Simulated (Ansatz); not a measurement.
## Electronic structure of BH3O···H2O in real space

```xyz
8

B     0.0803   -0.2782   -0.0243
H     0.0617   -0.5119    1.1602
H     1.1097   -0.0633   -0.6334
O    -1.0539   -0.3571   -0.7564
H    -1.8464   -0.6173   -0.2507
O    -0.3329    2.1065    0.9214
H    -1.0466    1.9765    0.2653
H    -0.3732    1.2744    1.4628
```

Not at a stationary point (largest force 0.7 eV/Å).

These are results of RKS LDA/def2-SVP (Ansatz 0.2.0), not measurements.

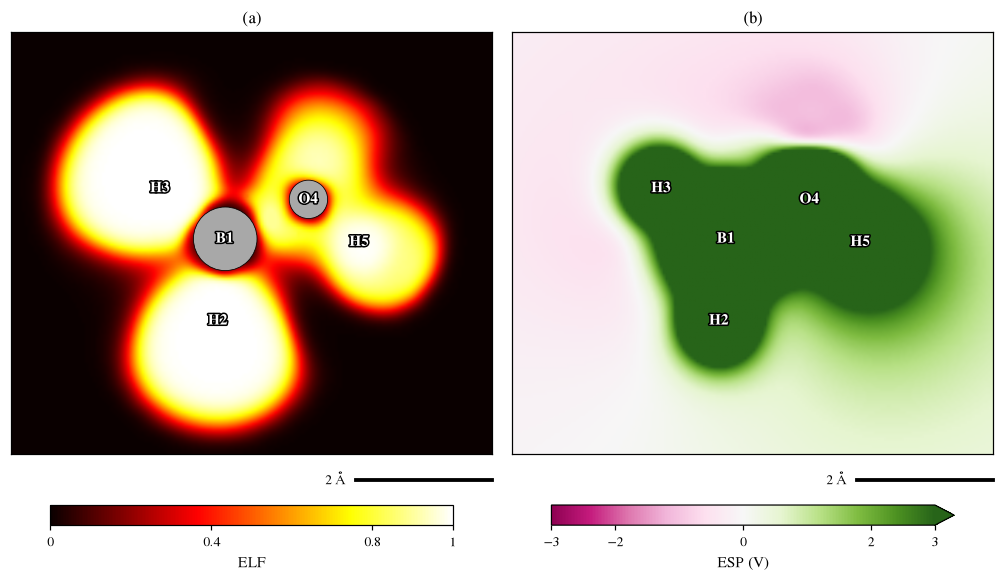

Figure 1. (a) electron localisation function; (b) electrostatic potential on the plane of atoms B1, O4 and H5. Grey discs cover the atomic cores in the ELF map.

### What do the fields say about this system?

The plane passes through B, H and O nuclei. B–O (1.35 Å): the ELF peaks at about 0.90 between the atoms: a polar covalent bond. O–H (0.98 Å): the ELF climbs to about 1 towards the hydrogen, as it does in any bond to H; an ordinary covalent bond to hydrogen. B–H (1.21 Å): the ELF climbs to about 1 towards the hydrogen: a covalent bond by its length. The ELF also peaks beside O4, away from the bonds: lone-pair regions. Outside the dense part of the complex the potential is most negative (−1.1 V) near O4.

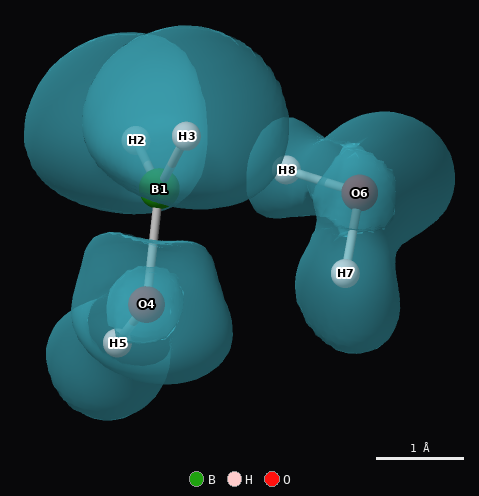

Figure 2. Isosurface of the ELF at 0.75 (cyan), seen at a tilt. Only the valence region is drawn (cores and ρ < 0.01 e/Å³ removed).

### Describe the localisation domains.

The surface consists of two regions around hydrogen nuclei and two joined regions spread over several atoms (H, O), in which their bonds and any lone pairs are merged. Along the contacts the grid gives the following. B1···H8 (2.20 Å): the ELF dips to about 0.10 between them.

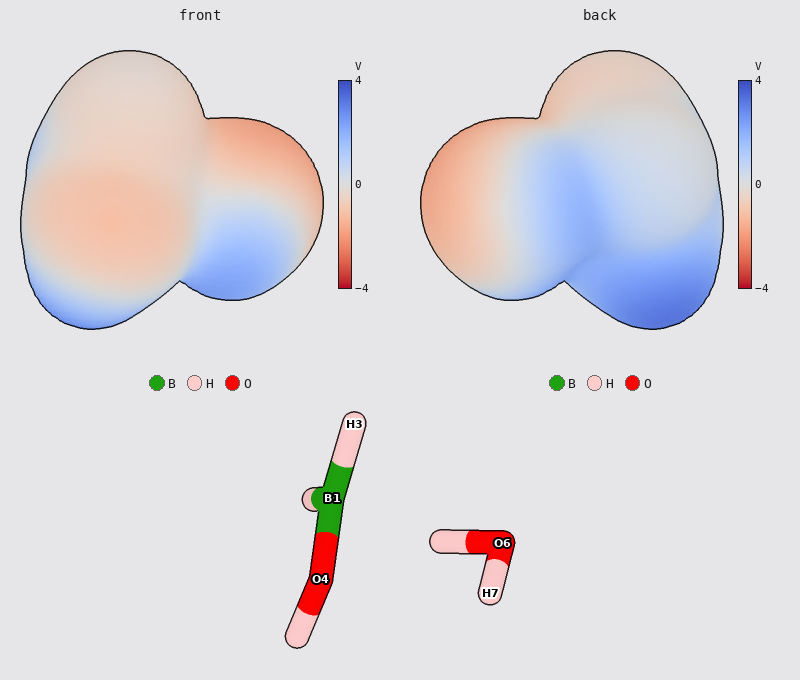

Figure 3. The electrostatic potential painted on the density surface at 0.002 e/bohr³, seen from the front and from behind; red is negative and blue positive. The bare structure is drawn below in the same view.

### Which sites attract a positive test charge, and which a negative one?

A positive charge is drawn to the negative regions and a negative charge to the positive ones. The most negative region (about −1.7 V) lies over O6, the most positive (about +3.1 V) over H5. O6 is the likeliest acceptor of a hydrogen bond.

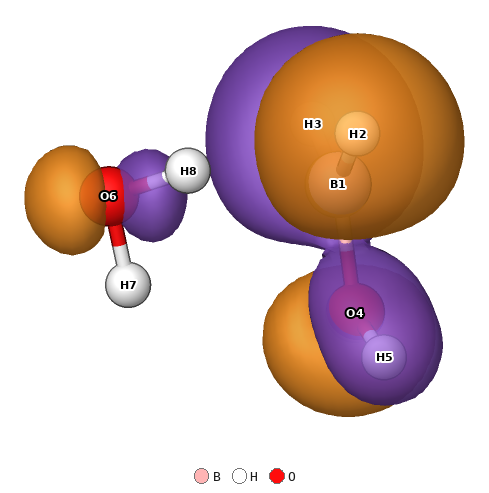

Figure 4. The HOMO−1 at ±0.1 Å⁻³ᐟ² (orange and purple are the two phases), seen at an oblique angle.

### Describe this orbital and give its energy.

Its weight (Hirshfeld) is mainly on B1 (about 30 %), O4 (about 20 %), H2 (about 20 %) and H3 (about 20 %). Its energy is −7.31 eV.
